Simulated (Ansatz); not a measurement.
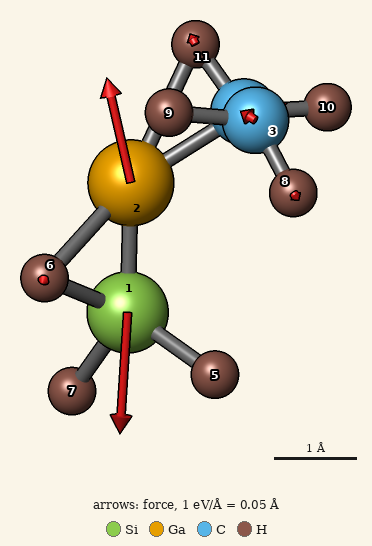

Starting geometry of C₂H₇GaSi (coarse preliminary run) with the computed forces as red arrows. The picture is a ball-and-stick view, seen from a free direction.

The start comes from a force field.

Computed with RKS PBE-D4/def2-SVP (Ansatz).

The input:
```yaml
crystal:
  periodic: [false, false, false]
  atoms:
    - {symbol: Si, position_ang: [-0.155400, 1.417600, -0.946300]}
    - {symbol: Ga, position_ang: [0.695900, 0.562900, 0.124700]}
    - {symbol: C, position_ang: [-0.412000, -1.399400, 1.045300]}
    - {symbol: C, position_ang: [0.823800, -1.077200, 0.093600]}
    - {symbol: H, position_ang: [-1.429700, 0.759700, -1.389000]}
    - {symbol: H, position_ang: [-0.342900, 1.930900, 0.432900]}
    - {symbol: H, position_ang: [0.047600, 2.625700, -1.828000]}
    - {symbol: H, position_ang: [-1.304400, -1.402700, 0.502400]}
    - {symbol: H, position_ang: [-0.421300, -0.606800, 1.892600]}
    - {symbol: H, position_ang: [0.879800, -1.929100, -0.590100]}
    - {symbol: H, position_ang: [1.683900, -0.938400, 0.682500]}
basis:
  gaussian: {orbitals: def2-SVP}
hamiltonian: {xc: pbe, dispersion: d4}
relax: {f_tol: 0.03, max_steps: 200}
```

Run as
```bash
ansatz run in.yaml --threads 4 --pin off --events-out ev --progress --plain --max-ram 10444MiB
```

What follows when this structure is relaxed?

Answer. It isn't relaxed: the largest force vector, on Si1, is 30.94 eV/Å. The final displacements have little in common with the starting forces (cosine between the two patterns 0.11). The atom that moves furthest after the best rigid fit is Ga2 (1.37 Å). By element the largest moves are Ga 1.37 Å, H 0.92 Å, C 0.70 Å, Si 0.49 Å. Some distances before and after: Ga2–H6 1.745 → 3.651 Å, Si1–Ga2 1.613 → 2.555 Å, Ga2–H11 1.882 → 2.707 Å, Si1–C3 3.459 → 2.842 Å. Bond angles that change, for instance: Ga2–Si1–H6 68.5° → 125.7°, Ga2–C4–H10 142.4° → 102.2°, Ga2–Si1–H7 137.8° → 106.3°. Groups turn about Ga2–C4 by about 80°. The energy falls by 13.565 eV in 21 accepted moves (22 points after the start). The largest force component goes from 21 to 0.022 eV/Å. The line search rejected the trial step at point 21 of the run. The run took 33 s on 4 threads of Arm Neoverse V1, with other jobs on the host.
